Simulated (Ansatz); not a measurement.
# AlCl2F (SMILES [F][Al]([Cl])[Cl]) at PBE/def2-SVPD

What is the electronic atomisation energy of AlCl2F at PBE/def2-SVPD? 

Program for the calculation: Ansatz 0.2.0.

41 further runs of the same task are left out: 41 set aside as unsound or not needed.

## Step 1: The molecule

AlCl2F: 4 atoms, total charge 0, spin state singlet. SMILES: `[F][Al]([Cl])[Cl]`. The coordinates come from a PBE0-D4/def2-TZVP relaxation.

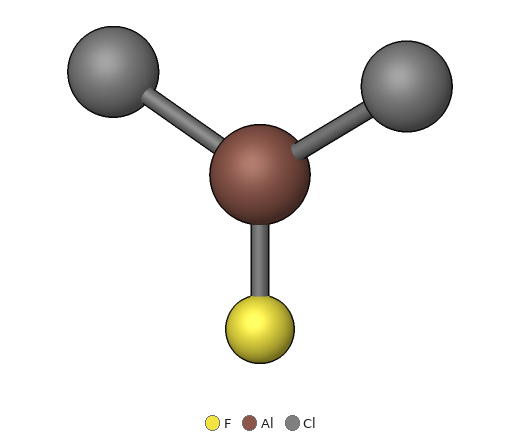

Viewed from a chosen angle; fluorine yellow, aluminium brown, chlorine grey.

## Step 2: The energy at PBE/def2-SVPD

Input file in.yaml:

```yaml
crystal:
  periodic: [false, false, false]
  atoms:
    - symbol: F
      position_ang: [0.087420, 0.388220, 1.682350]
    - symbol: Al
      position_ang: [0.004800, 0.021530, 0.093600]
    - symbol: Cl
      position_ang: [1.223040, -1.463690, -0.663450]
    - symbol: Cl
      position_ang: [-1.315270, 1.053930, -1.112510]
basis:
  gaussian: {orbitals: def2-SVPD}
hamiltonian: {xc: {name: PBE}}
accuracy: high
output: {orbitals: {seedname: orbitals}}
```

Started as:

```
$ ansatz run in.yaml --threads 1 --pin off --max-ram 3480MiB --events-out events.jsonl --progress --plain --runs-dir runs
```

The program printed:

```text
Warning: RAYON_NUM_THREADS=1 ignored (pool sized by the plan → 1); use --threads N
Functional definition: PBE
  name "PBE"
  parameter kappa = 0.804
  parameter beta = 0.06672455060314922
  exchange = pbe_x(kappa = kappa, mu = beta*pi^2/3)
  correlation = pbe_c(beta = beta)
1837 factors; integrals over basis functions are off by at most 3.0e-9 eV
mean field evaluation 1: about -34333.5205 eV, gradient 4.3e1 eV
mean field evaluation 2: about -34316.7021 eV, gradient 1.1e2 eV
mean field evaluation 4: about -34336.7894 eV, gradient 4.4e0 eV
mean field evaluation 8: about -34336.8328 eV, gradient 3.3e-1 eV
mean field evaluation 16: about -34336.8330 eV, gradient 1.3e-5 eV
mean field -34336.83301042 eV, -1261.8553387917 hartree, gradient 2.0e-8 eV, S^2 0.000000; 0 other end points of the search recorded, 0 dependent functions left out
reference -34336.83301381 eV, -1261.8553389160 hartree; 28, 28 occupied and 73, 73 virtual orbitals, 1837 factors
Total energy: -34336.83301381 eV, -1261.8553389160 hartree
```

Wall time 4.5 s (1 thread of Intel Xeon Platinum 8375C at 2.90GHz (Ice Lake), shared host); peak memory 0.26 GiB.

## Step 3: The Al atom

Input file molecule.yaml:

```yaml
crystal:
  periodic: [false, false, false]
  atoms:
    - {symbol: Al, position_ang: [0.000000, 0.000000, 0.000000]}
basis:
  gaussian:
    orbitals: def2-SVPD
accuracy: high
hamiltonian:
  xc: pbe
magnetization:
  spin_polarized: true
  initial_magnetization: 1
```

Run the same way, it converges to -242.14242 Eh (log not shown).

## Step 4: The Cl atom, same level

Input file in.yaml:

```yaml
crystal:
  periodic: [false, false, false]
  atoms:
    - {symbol: Cl, position_ang: [0.000000, 0.000000, 0.000000]}
basis:
  gaussian: {orbitals: def2-SVPD}
accuracy: high
magnetization: {spin_polarized: true, initial_magnetization: 1}
hamiltonian: {xc: pbe}
```

Run the same way, it converges to -459.80679 Eh (log not shown).

## Step 5: The F atom, same level

Input file input.yaml:

```yaml
crystal:
  periodic: [false, false, false]
  atoms:
    - {symbol: F, position_ang: [0.000000, 0.000000, 0.000000]}
basis:
  gaussian: {orbitals: def2-SVPD}
magnetization: {spin_polarized: true, initial_magnetization: 1}
hamiltonian: {xc: pbe}
accuracy: high
```

Run the same way, it converges to -99.55393 Eh (log not shown).

## Step 6: What came out

Level: PBE/def2-SVPD.

| quantity | value |
| --- | --- |
| molecule: total energy | -1261.85534 Eh |
| molecule: HOMO energy | -8.32 eV |
| molecule: LUMO energy | -2.39 eV |
| molecule: HOMO–LUMO gap | 5.93 eV |
| Al atom: total energy | -242.14242 Eh |
| Al atom: ⟨S²⟩ | 0.755 |
| Cl atom: total energy | -459.80679 Eh |
| Cl atom: ⟨S²⟩ | 0.752 |
| F atom: total energy | -99.55393 Eh |
| F atom: ⟨S²⟩ | 0.751 |
| electronic atomisation energy | 14.841 eV |

Taking the molecule apart into free atoms costs 14.84 eV (1432 kJ/mol), before zero-point energy and without spin-orbit coupling.
